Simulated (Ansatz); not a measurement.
Consider K2NbCl4 (started from the K2NiF4 type) (I4/mmm).

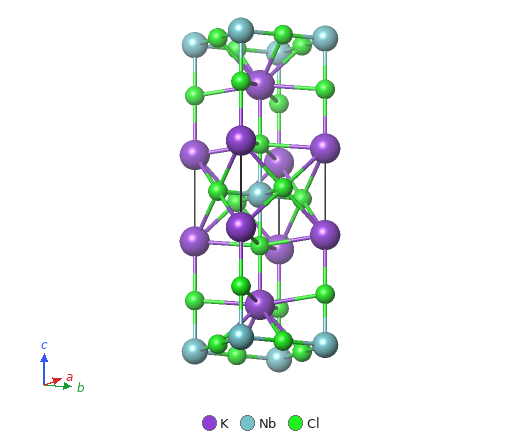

The structure (potassium purple, niobium teal, chlorine green). Some periodic images of atoms are drawn too.

The structure was built from a prototype and need not be the compound's stable phase.

```cif
data_structure
_symmetry_space_group_name_H-M 'P 1'
_symmetry_Int_Tables_number 1
_cell_length_a 8.3775
_cell_length_b 8.3775
_cell_length_c 8.3775
_cell_angle_alpha 147.124
_cell_angle_beta 147.124
_cell_angle_gamma 47.180
_cell_volume 172.59
loop_
_atom_site_label
_atom_site_type_symbol
_atom_site_fract_x
_atom_site_fract_y
_atom_site_fract_z
_atom_site_occupancy
K1 K 0.35872 0.35872 0.00000 1
K2 K 0.64128 0.64128 0.00000 1
Nb3 Nb 0.00000 0.00000 0.00000 1
Cl4 Cl 0.00000 0.50000 0.50000 1
Cl5 Cl 0.50000 0.00000 0.50000 1
Cl6 Cl 0.16570 0.16570 0.00000 1
Cl7 Cl 0.83430 0.83430 0.00000 1
```

The structure was relaxed with LDA. The structure type comes from a generator and need not be one that this composition takes. The structure was generated from a model, not taken from a measurement. The runs that relaxed it are not among those shown. The program's search for lower electronic states was switched off, so nothing shows that the state found is the lowest. PAW set soft_2, made with PBE.

A constrained-RPA run (Ansatz 0.2.0; non-magnetic LDA; Nb t2g, bands v2 to c1, 4×4×4 mesh, medium accuracy) builds 3 functions on bands 3.1 eV wide, with 3.0 electrons in the window. The bare on-site interaction is 10.0 eV and the bare J 0.36 eV.

Question: What U and J survive the screening?

On the Nb t2g shell, U = 3.09 eV (31 % of the bare value), U′ = 2.55 eV, J = 0.25 eV.

The parent state is non-magnetic and the interaction static (zero frequency); U depends on the window and the orbitals, so it belongs to this model alone.

[Paths, hosts, dates, memory and timing lines, banners, echoed tables and standing remarks are left out of the program output.]

[Logs are printed without paths, hosts, clocks, repeated set-up lines and the standing remarks that a program may print on its own settings, such as how far it seeks lower states.]

[Runs of the session that timed out or met a known fault of the program may be left out.]

[Hosts, paths, dates, database ids (printed as entryN), source tags and the programs' standing remarks are cut or masked in the printed files.]
